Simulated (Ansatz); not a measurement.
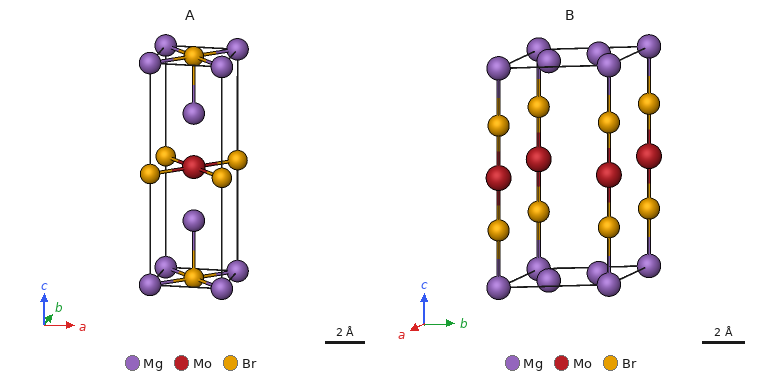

Two structures of Mg₃MoBr₂, each relaxed to rest (conventional cells in solid outline, small ones repeated, not to one scale). Method: DFT PBE, scalar-relativistic, plane waves, PAW (Ansatz 0.2.0), with collinear spins.

Name structures A and B.

Answer. A: 6 atoms a cell on a primitive tetragonal lattice, P4/mmm. B: 6 atoms a cell on a primitive hexagonal lattice, P6/mmm.

Which has the lower energy, and by how much?

Answer. B is lower, by 75 meV/atom at this level of theory (energies at zero smearing). Volumes: A 29.2, B 44.2 Å³/atom.

One or both may be structure types tried for this composition rather than known phases.
